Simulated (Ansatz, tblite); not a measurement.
**Cu(NH3)Me (CH₆CuN): which spin state is lowest**

Is the singlet the ground state of Cu(NH3)Me (CH₆CuN)? Other spin states are computed and compared level by level.

Computed with Ansatz 0.2.0, Gaussian basis. Level: as each input shows.

Plan: triplet, at the geometry of the singlet (GFN1-xTB, GFN2-xTB, PBE0-D4/def2-TZVP, PBE-D4/def2-TZVP, r2SCAN-D4/def2-TZVP); the singlet's energies come from earlier runs.

## Step 1: The geometry

The singlet was relaxed beforehand with PBE0-D4/def2-TZVP.

9 atoms, charge 0, spin multiplicity 1.

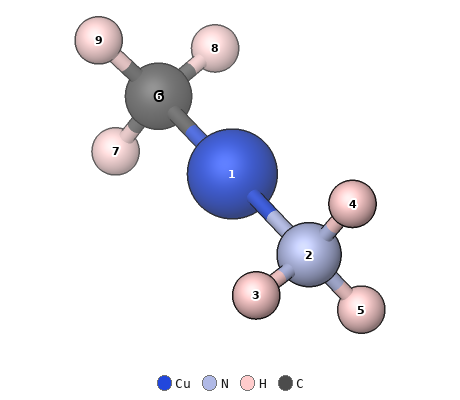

The geometry (copper blue, nitrogen light blue, hydrogen pink, carbon dark grey); atoms are numbered from 1 in the order of the file.

Formally the metal is d10. No spin-orbit coupling is included.

## Step 2: Triplet at the fixed geometry, GFN1-xTB

Tight binding, by tblite at 300 K electronic temperature and without a spin-polarisation term:

```python
tblite.interface.Calculator('GFN1-xTB', numbers, positions, charge=0, uhf=2).singlepoint()
```

Energy -348.7904 eV; 0.004 s.

## Step 3: Triplet at the fixed geometry, GFN2-xTB

Tight binding, by tblite at 300 K electronic temperature and without a spin-polarisation term:

```python
tblite.interface.Calculator('GFN2-xTB', numbers, positions, charge=0, uhf=2).singlepoint()
```

Energy -319.1538 eV; 0.003 s.

## Step 4: Triplet at the fixed geometry, PBE0-D4/def2-TZVP

in.yaml reads:

```yaml
crystal:
  periodic: [false, false, false]
  atoms:
    - {symbol: Cu, position_ang: [0.000071, 0.000172, -0.023183]}
    - {symbol: N, position_ang: [-0.003530, -0.014039, 1.953516]}
    - {symbol: H, position_ang: [-0.421686, 0.832435, 2.326304]}
    - {symbol: H, position_ang: [0.939908, -0.079721, 2.322237]}
    - {symbol: H, position_ang: [-0.530843, -0.802779, 2.314314]}
    - {symbol: C, position_ang: [0.003490, 0.013839, -1.925141]}
    - {symbol: H, position_ang: [-1.016531, 0.024314, -2.324444]}
    - {symbol: H, position_ang: [0.507978, -0.871066, -2.328168]}
    - {symbol: H, position_ang: [0.521152, 0.896844, -2.315427]}
basis:
  gaussian: {orbitals: def2-TZVP}
magnetization: {spin_polarized: true, initial_magnetization: 2}
hamiltonian: {xc: pbe0, dispersion: d4}
scf: {omitted_lower_state_checks: [starts]}
output: {orbitals: {seedname: orbitals}}
```

On the command line:

```console
> ansatz run in.yaml --threads 4 --pin off --events-out ev --progress --plain --max-ram 3916MiB
```

What it wrote:

```text
Functional definition: PBE0
  name "PBE0"
  cite "Adamo & Barone, J. Chem. Phys. 110, 6158 (1999) doi:10.1063/1.478522"
  cite "Perdew, Burke & Ernzerhof, Phys. Rev. Lett. 77, 3865 (1996) doi:10.1103/PhysRevLett.77.3865"
  parent pbe
  parameter a = 0.25
  parameter kappa = 0.804
  parameter beta = 0.06672455060314922
  exchange = (1 - a)*pbe_x(kappa = kappa, mu = beta*pi^2/3) + a*exact_x
  correlation = pbe_c(beta = beta)
these checks for a lower state are left out or cut short: starts
1141 factors; their error is unknown
mean field evaluation 1: about -47243.5301 eV, gradient 5.0e1 eV
mean field evaluation 2: about -47234.9731 eV, gradient 6.2e1 eV
mean field evaluation 4: about -47253.8219 eV, gradient 4.5e0 eV
mean field evaluation 8: about -47253.8794 eV, gradient 1.5e-1 eV
mean field evaluation 16: about -47253.9110 eV, gradient 2.4e-3 eV
mean field -47253.91101519 eV, -1736.5491999568 hartree, gradient 3.9e-5 eV, S^2 2.002483; 0 other end points of the search recorded, 0 dependent functions left out
reference -47253.91106215 eV, -1736.5492016827 hartree; 25, 23 occupied and 118, 120 virtual orbitals, 1141 factors
Total energy: -47254.00756561 eV, -1736.5527481195 hartree
Checks for a lower state left out: starts
```

Run time: 3.3 s. Hardware: 4 threads of Arm Neoverse V2, shared host.

From the report: HOMO -2.35 eV, LUMO -4.67 eV (over both spins; with the spin held, an empty level of the minority spin lies below the top filled one); ⟨S²⟩ 2.002 (pure: 2.00).

## Step 5: Triplet at the fixed geometry, PBE-D4/def2-TZVP

start.molden holds the orbitals of an earlier run on this state, given as this run's starting guess.

Edit in.yaml of step 4 so:

```diff
@@ -13,5 +13,5 @@
 basis:
-  gaussian: {orbitals: def2-TZVP}
+  gaussian: {orbitals: def2-TZVP, initial_orbitals: start.molden}
 magnetization: {spin_polarized: true, initial_magnetization: 2}
-hamiltonian: {xc: pbe0, dispersion: d4}
+hamiltonian: {xc: pbe, dispersion: d4}
 scf: {omitted_lower_state_checks: [starts]}
```

The command is unchanged.

What it wrote:

```text
Functional definition: PBE
  name "PBE"
  cite "Perdew, Burke & Ernzerhof, Phys. Rev. Lett. 77, 3865 (1996) doi:10.1103/PhysRevLett.77.3865"
  parent pbe
  parameter kappa = 0.804
  parameter beta = 0.06672455060314922
  exchange = pbe_x(kappa = kappa, mu = beta*pi^2/3)
  correlation = pbe_c(beta = beta)
these checks for a lower state are left out or cut short: starts
1052 factors; their error is unknown
mean field evaluation 1: about -47253.6374 eV, gradient 6.8e0 eV
mean field evaluation 2: about -47253.8064 eV, gradient 2.7e-1 eV
mean field evaluation 4: about -47253.7589 eV, gradient 1.3e-2 eV
mean field -47253.75886094 eV, -1736.5436083914 hartree, gradient 5.9e-5 eV, S^2 2.001426; 0 other end points of the search recorded, 0 dependent functions left out
reference -47253.75892323 eV, -1736.5436106807 hartree; 25, 23 occupied and 118, 120 virtual orbitals, 1052 factors
Total energy: -47253.87438745 eV, -1736.5478539123 hartree
Checks for a lower state left out: starts
```

It took 1.9 s on 4 threads of Arm Neoverse V2, shared host.

HOMO -1.78 eV, LUMO -6.10 eV (over both spins; with the spin held, an empty level of the minority spin lies below the top filled one); ⟨S²⟩ 2.001 (pure: 2.00).

## Step 6: Triplet at the fixed geometry, r2SCAN-D4/def2-TZVP

Edit in.yaml of step 5 so:

```diff
@@ -15,3 +15,3 @@
 magnetization: {spin_polarized: true, initial_magnetization: 2}
-hamiltonian: {xc: pbe, dispersion: d4}
+hamiltonian: {xc: r2scan, dispersion: d4}
 scf: {omitted_lower_state_checks: [starts]}
```

Launched as before.

What it wrote:

```text
Functional definition: r2SCAN
  name "r2SCAN"
  cite "Furness, Kaplan, Ning, Perdew & Sun, J. Phys. Chem. Lett. 11, 8208 (2020) doi:10.1021/acs.jpclett.0c02405"
  cite "Furness, Kaplan, Ning, Perdew & Sun, J. Phys. Chem. Lett. 11, 9248 (2020) doi:10.1021/acs.jpclett.0c03077"
  parent r2scan
  parameter k0 = 0.174
  parameter k1 = 0.065
  parameter a1 = 4.9479
  exchange = r2scan_x(k0 = k0, k1 = k1, a1 = a1)
  correlation = r2scan_c
these checks for a lower state are left out or cut short: starts
1052 factors; their error is unknown
mean field evaluation 1: about -47261.9230 eV, gradient 4.0e0 eV
mean field evaluation 2: about -47261.9788 eV, gradient 1.1e-1 eV
mean field evaluation 4: about -47261.9324 eV, gradient 2.3e-3 eV
mean field -47261.93239543 eV, -1736.8439802436 hartree, gradient 3.3e-5 eV, S^2 2.003212; 0 other end points of the search recorded, 0 dependent functions left out
reference -47261.93242181 eV, -1736.8439812133 hartree; 25, 23 occupied and 118, 120 virtual orbitals, 1052 factors
Total energy: -47261.96046044 eV, -1736.8450116138 hartree
Checks for a lower state left out: starts
```

It took 4.9 s on 4 threads of Arm Neoverse V2, shared host.

From the report: HOMO -1.92 eV, LUMO -5.80 eV (over both spins; with the spin held, an empty level of the minority spin lies below the top filled one); ⟨S²⟩ 2.003 (pure: 2.00).

## Step 7: Triplet less singlet, vertical

The singlet's energies are those of its earlier runs, whose logs aren't repeated here.

```
              level  triplet less singlet, vertical (kJ/mol)     time
           GFN1-xTB                                   +572.3  0.007 s
           GFN2-xTB                                   +652.9  0.005 s
   PBE-D4/def2-TZVP                                   +372.6      3 s
r2SCAN-D4/def2-TZVP                                   +366.2      7 s
  PBE0-D4/def2-TZVP                                   +364.7    5.3 s
```

Times add the two runs; a level without a time comes out of a correlated run. Tight binding without a spin term can't rank spin states.

## Step 8: Results

```
                                                quantity                                       value
triplet less singlet, vertical, functionals in def2-TZVP  +364.7 (PBE0-D4) to +372.6 kJ/mol (PBE-D4)
```

All functionals put the triplet above the singlet, over a spread of 7.9 kJ/mol. The checks for a lower triplet were left out, so another state of that spin may lie lower. The singlet here is a closed shell; an open-shell singlet can lie lower. These are electronic energies, without zero-point motion, entropy or surroundings.
